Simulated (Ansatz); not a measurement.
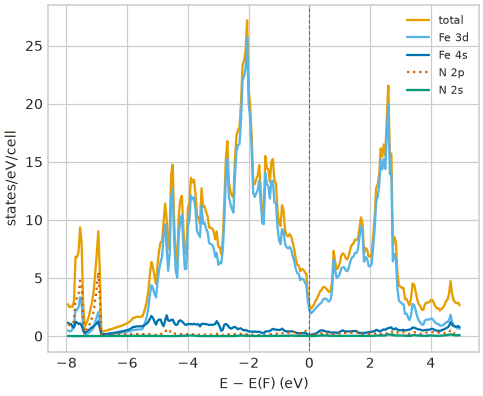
Fig. 1. Total and projected density of states of Fe$_{8}$N in space group I4/mmm (No. 139; Fe on 4d, Fe on 4e, Fe on 8h, N on 2a), r²SCAN in the plane-wave PAW code Ansatz

**Question.** Which orbitals carry the states next to the Fermi level?

**Answer.** Within 0.5 eV of the Fermi level: Fe 3d 83 %, Fe 4s 6 %, N 2p 5 %, outside the projected shells 5 %. Projections are on Löwdin-orthogonalised atomic valence shells; empty p or d shells of many metals are not among them.

**Question.** Where is the tallest occupied peak in this window, and what makes it?

**Answer.** Near -2.0 eV, about 27 states/eV per cell; the largest projected share is Fe 3d.

The workflow started from a Materials Project entry (that database holds measured and hypothetical structures alike); the Crystallography Open Database copy checked does not list it. Its standing as an ambient phase is unchecked. Symmetry was held in the r²SCAN relaxation; whether a distortion lowers the energy is not shown. Magnetic state: ferromagnetic, chosen from 3 collinear starts compared on coarse meshes (ties went to the first, and starts can fall back to one state), not a proven ground state. Other orbital occupations within this spin state were not tried. No Hubbard U is applied.

Potentials: the later of the program's two PAW sets.
